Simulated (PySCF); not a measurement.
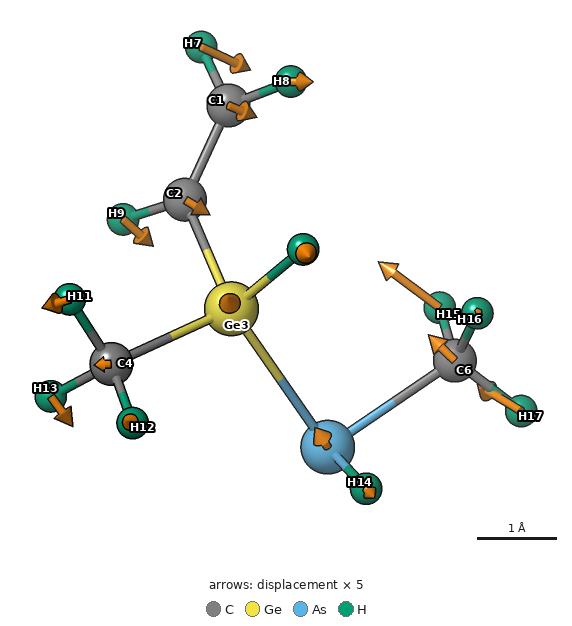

A relaxation of C$_{4}$H$_{11}$AsGe. The starting structure is drawn; orange arrows show the displacements, magnified 5 times. The two geometries are superimposed by the best rigid fit.

The picture is a ball-and-stick view, seen at a tilt.

The start comes from GFN2-xTB. Its atoms were then displaced at random by about 0.01 Å.

All numbers below come from PySCF 2.14.0, density-fitted response routines, PBE0-D3(BJ)/def2-SVP geometry optimisation, gas phase. 

> Atoms of which element are displaced furthest, and by how much?

Hydrogen: up to 0.20 Å, against 0.10 Å for carbon.

> Describe the change and its energy.

After 7 geometry steps the energy has fallen by 3.38 kcal/mol. An H atom moves most after the best rigid fit: 0.20 Å. Largest moves by element: H 0.20 Å, C 0.10 Å, Ge 0.09 Å, As 0.08 Å. Some distances before and after: C–H 1.056 → 1.097 Å, As–H 1.495 → 1.529 Å, C–H 1.125 → 1.100 Å, C–H 1.078 → 1.100 Å. Bond angles that change, for instance: C–Ge–As 111.4° → 106.3°, H–C–H 104.7° → 108.7°, C–Ge–H 104.1° → 107.3°. The run took 88 s on 1 thread of Intel(R) Xeon(R) 6975P-C, on a shared host.
